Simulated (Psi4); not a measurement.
# One shape, several levels: singlet CH5Si+

We compute a comparison of 3 runs (CAM-B3LYP/aug-cc-pVDZ, M06-2X/aug-cc-pVDZ, wB97X/aug-cc-pVDZ) of singlet CH5Si+. 

The calculation is run with Psi4 1.11.

## (1) The system as given

CH5Si+: 7 atoms, total charge +1, spin state singlet. SMILES of the parent species: `C[SiH2]`. Geometry: relaxed at PBE0-D4/def2-TZVP. That shape belongs to the parent species and isn't relaxed for this state.

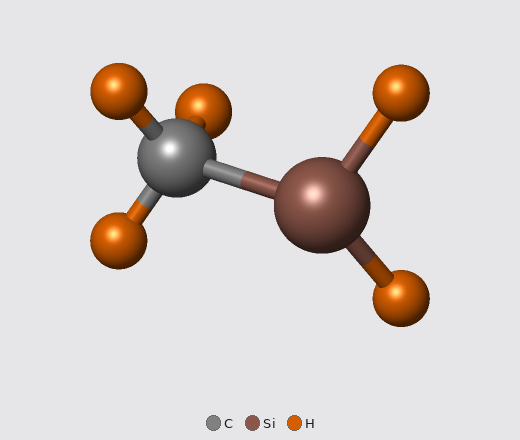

Viewed from a chosen angle; carbon grey, silicon brown, hydrogen orange.

## (2) Energy and gradient at CAM-B3LYP/aug-cc-pVDZ (run 1)

Input file calc.in:

```
memory 1600 mb

molecule molecule1 {
  1 1
  C     -0.122600    -0.803200     0.095200
  Si     0.176200     1.034800     0.314000
  H     -0.204800    -1.054900    -0.966600
  H      0.699200    -1.383300     0.519500
  H     -1.047100    -1.107700     0.589500
  H     -0.951500     1.846400    -0.225700
  H      1.450600     1.468000    -0.326000
  symmetry c1
  no_reorient
  no_com
}

set basis aug-cc-pVDZ
set reference rks
set puream true
set e_convergence 1e-09
set d_convergence 1e-08
set scf_type pk
set dft_radial_points 99
set dft_spherical_points 590

e_tot, wfn = gradient("cam-b3lyp", return_wfn=True)
```

The run is started by

```bash
$ psi4 -i calc.in -o calc.out -n 1
```

calc.out:

```text
[...]
  Running in c1 symmetry.
[...]
  Nuclear repulsion =   55.683077117445883
[...]
  Multiplicity = 1
[...]
  Nalpha       = 12
  Nbeta        = 12
[...]
    Number of basis functions: 95
[...]
   @RKS iter   1:  -330.03260924351019   -1.00975e-01   6.31292e-03 ADIIS/DIIS
[...]
   @RKS iter  11:  -330.22480765672378   -1.35856e-11   5.50745e-09 DIIS
[...]
    Orbital Energies [Eh]
    ---------------------
    Doubly Occupied:
       1A    -66.535927     2A    -10.477566     3A     -5.675471
       4A     -4.041198     5A     -4.030667     6A     -4.030172
       7A     -1.013410     8A     -0.835138     9A     -0.703732
      10A     -0.695898    11A     -0.644930    12A     -0.633995
[...]
  @RKS Final Energy:  -330.22480765672378
   => Energetics <=
    Nuclear Repulsion Energy =             55.6830771174458832
    One-Electron Energy =                -558.8536813414954167
    Two-Electron Energy =                 193.7685230523097175
    DFT Exchange-Correlation Energy =     -20.8227264849839671
    Empirical Dispersion Energy =           0.0000000000000000
    VV10 Nonlocal Energy =                  0.0000000000000000
    Total Energy =                       -330.2248076567237831
[...]
  -Total Gradient:
     Atom            X                  Y                   Z
    ------   -----------------  -----------------  -----------------
       1       -0.002661521332    -0.006496194212    -0.039287260650
       2        0.006874518482     0.025138929173     0.068967152495
       3       -0.001270268576    -0.010627859753     0.010417358260
       4       -0.002932110579     0.004211038506     0.000096980915
       5        0.004107359286     0.003092348869    -0.000216105402
       6        0.002696119094    -0.008402774359    -0.020193429131
       7       -0.006814049287    -0.006915258022    -0.019784381696
[...]
```

It took 39 s on 1 thread of Intel Xeon Platinum 8488C (Sapphire Rapids), shared host; peak memory 0.92 GiB.

## (3) Energy and gradient at M06-2X/aug-cc-pVDZ (run 2)

Input file input.in:

```
memory 1600 mb

molecule {
  1 1
  C
  Si 1 1.87494
  H 1 1.094317 2 110.52863
  H 1 1.091743 3 108.14509 2 -121.48438
  H 1 1.091674 4 108.25734 3 116.95988
  H 2 1.490529 1 111.77425 5 -58.24645
  H 2 1.490422 6 109.46142 1 124.39949
  symmetry c1
}

set basis aug-cc-pVDZ
set puream true
set e_convergence 1e-09
set d_convergence 1e-08
set scf_type pk
set dft_radial_points 99
set dft_spherical_points 590

E, wfn = gradient('m06-2x', return_wfn=True)
oeprop(wfn, 'WIBERG_LOWDIN_INDICES', 'DIPOLE', 'QUADRUPOLE', title='M06-2X')
```

The run is started by

```bash
$ psi4 -n 1 input.in input.out
```

input.out:

```text
[...]
  Running in c1 symmetry.
[...]
  Nuclear repulsion =   55.683071782465383
[...]
  Multiplicity = 1
[...]
  Nalpha       = 12
  Nbeta        = 12
[...]
    Number of basis functions: 95
[...]
   @RKS iter   1:  -330.01350958046777   -5.96241e-02   6.20147e-03 ADIIS/DIIS
[...]
   @RKS iter  11:  -330.20002743662747   -3.12639e-12   4.25224e-09 DIIS
[...]
    Orbital Energies [Eh]
    ---------------------
    Doubly Occupied:
       1A    -67.348578     2A    -10.764203     3A     -5.871241
       4A     -4.183087     5A     -4.175652     6A     -4.175521
       7A     -1.019383     8A     -0.829641     9A     -0.698929
      10A     -0.690982    11A     -0.637787    12A     -0.623726
[...]
  @RKS Final Energy:  -330.20002743662747
   => Energetics <=
    Nuclear Repulsion Energy =             55.6830717824653831
    One-Electron Energy =                -558.9558383108192174
    Two-Electron Energy =                 186.3211598871693013
    DFT Exchange-Correlation Energy =     -13.2484207954429483
    Empirical Dispersion Energy =           0.0000000000000000
    VV10 Nonlocal Energy =                  0.0000000000000000
    Total Energy =                       -330.2000274366274652
[...]
  -Total Gradient:
     Atom            X                  Y                   Z
    ------   -----------------  -----------------  -----------------
       1       -0.000064820362     0.038056971739    -0.009711634519
       2        0.000147295272    -0.065905662043     0.033463207939
       3       -0.000009013876    -0.011466885819    -0.009830775932
       4       -0.003238414064     0.000392864420     0.002905158837
       5        0.003266604062     0.000422950208     0.002894475861
       6        0.004044131448     0.019248581134    -0.009845478463
       7       -0.004145110088     0.019221277618    -0.009855065151
[...]
```

It took 50 s on 1 thread of Intel Xeon Platinum 8488C (Sapphire Rapids), shared host; peak memory 0.94 GiB.

## (4) Energy and gradient at wB97X/aug-cc-pVDZ (run 3)

Input file job.dat:

```
memory 1600 MB

molecule molecule1 {
  1 1
  C     -0.23168042    -1.51782802     0.17990193
  Si     0.33296974     1.95548859     0.59337400
  H     -0.38701591    -1.99347209    -1.82660927
  H      1.32129651    -2.61405815     0.98171272
  H     -1.97873223    -2.09324963     1.11399355
  H     -1.79807441     3.48919032    -0.42651119
  H      2.74123672     2.77411795    -0.61605072
  units au
  symmetry c1
  no_reorient
  no_com
}

set puream true
set e_convergence 1e-09
set d_convergence 1e-08
set scf_type pk
set dft_radial_points 99
set dft_spherical_points 590

E, wfn = gradient("wb97x/aug-cc-pVDZ", return_wfn=True)
oeprop(wfn, "LOWDIN_CHARGES", "QUADRUPOLE", "WIBERG_LOWDIN_INDICES")
print_variables()
```

The run is started by

```bash
$ psi4 job.dat job.out -n 1
```

job.out:

```text
[...]
  Running in c1 symmetry.
[...]
  Nuclear repulsion =   55.683077169544077
[...]
  Multiplicity = 1
[...]
  Nalpha       = 12
  Nbeta        = 12
[...]
    Number of basis functions: 95
[...]
   @RKS iter   1:  -330.09198466513891   -1.91966e-01   5.19313e-03 ADIIS/DIIS
[...]
   @RKS iter  11:  -330.23408136436007   -1.44382e-11   4.49210e-09 DIIS
[...]
    Orbital Energies [Eh]
    ---------------------
    Doubly Occupied:
       1A    -66.462683     2A    -10.488931     3A     -5.702203
       4A     -4.065755     5A     -4.054162     6A     -4.053605
       7A     -1.060606     8A     -0.877950     9A     -0.744208
      10A     -0.734959    11A     -0.682865    12A     -0.671717
[...]
  @RKS Final Energy:  -330.23408136436007
   => Energetics <=
    Nuclear Repulsion Energy =             55.6830771695440774
    One-Electron Energy =                -558.8852463554480892
    Two-Electron Energy =                 193.3813147864837845
    DFT Exchange-Correlation Energy =     -20.4132269649398594
    Empirical Dispersion Energy =           0.0000000000000000
    VV10 Nonlocal Energy =                  0.0000000000000000
    Total Energy =                       -330.2340813643600654
[...]
  -Total Gradient:
     Atom            X                  Y                   Z
    ------   -----------------  -----------------  -----------------
       1       -0.002694129011    -0.006908990791    -0.038426853557
       2        0.007000017909     0.025858662506     0.069247977084
       3       -0.001287965969    -0.010639900194     0.010005059374
       4       -0.003281052841     0.004308630473    -0.000126468051
       5        0.004451837488     0.003081930554    -0.000467134858
       6        0.002952074623    -0.008615478969    -0.020255369802
       7       -0.007127760340    -0.007038635582    -0.019822442289
[...]
```

It took 47 s on 1 thread of Intel Xeon Platinum 8488C (Sapphire Rapids), shared host; peak memory 0.91 GiB.

## (5) Overview of the runs

| run | level | energy (Eh) | HOMO energy (eV) | LUMO energy (eV) | HOMO–LUMO gap (eV) | wall time |
| --- | --- | --- | --- | --- | --- | --- |
| 1 | CAM-B3LYP/aug-cc-pVDZ | -330.224808 | -17.25 | -9.30 | 7.96 | 39 s |
| 2 | M06-2X/aug-cc-pVDZ | -330.200027 | -16.97 | -9.48 | 7.49 | 50 s |
| 3 | wB97X/aug-cc-pVDZ | -330.234081 | -18.28 | -8.14 | 10.14 | 47 s |

## (6) Summary of results

```
                       quantity          value
            run 3: total energy  -330.23408 Eh
             run 3: HOMO energy      -18.28 eV
             run 3: LUMO energy       -8.14 eV
           run 3: HOMO–LUMO gap       10.14 eV
run 3: largest force on an atom     3.818 eV/Å
```

**Reading.** The HOMO–LUMO gap runs from 7.49 eV (M06-2X/aug-cc-pVDZ) to 10.14 eV (wB97X/aug-cc-pVDZ). Totals of different functionals can't be ranked against each other. All runs together took 2.3 min, the longest 50 s.
